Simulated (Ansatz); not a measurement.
**A family of molecules: the atomisation energy (no zero-point term)**

One atom is swapped for its congeners: CHBr3 (bromoform) `BrC(Br)Br`; SiHBr3 `Br[SiH](Br)Br`; SnHBr3 `[Br][SnH]([Br])[Br]`. The Ge member is missing. All are singlets with charge 0.

Shapes, held fixed at every level: PBE0-D4/def2-TZVP. Programs: Ansatz 0.2.0. Values in eV.

```tsv
level	CHBr3	SiHBr3	SnHBr3
HF/def2-SVP	8.13	10.06	7.97
r2SCAN-D4/def2-TZVPP	13.56	14.45	12.07
BHLYP-D4/def2-TZVPP	12.45	13.70	11.40
wB97M-V/def2-TZVPP	13.21	14.12	11.68
MP2/def2-SVP	12.67	13.30	11.12
CCSD/def2-TZVPP	12.48	13.43	11.18
CCSD(T)/def2-TZVPP	12.95	13.76	11.52
```

At CCSD(T)/def2-TZVPP the atomisation energy isn't monotonic: it is largest for Si and smallest for Sn (13.76 and 11.52 eV). Every level shows the same order. For atoms past krypton def2 sets carry core potentials with scalar relativity. Relativity is left out for Br unless named. Correlated rows may include outer-core shells of Br, Sn, which these sets cover unevenly. Spin-orbit coupling, which grows down the group, is left out (summed over each molecule's free atoms 0.46, 0.48, 0.76 eV).

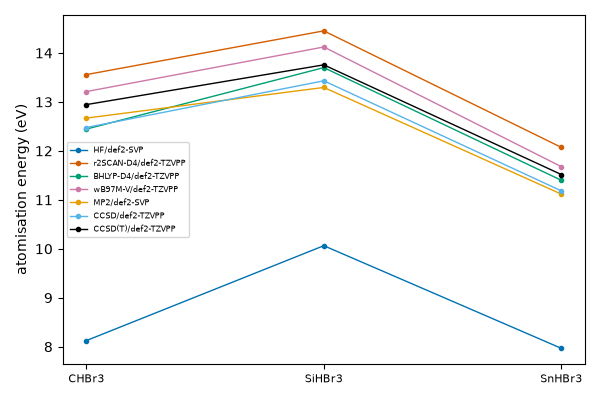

The trend along the series, level by level.
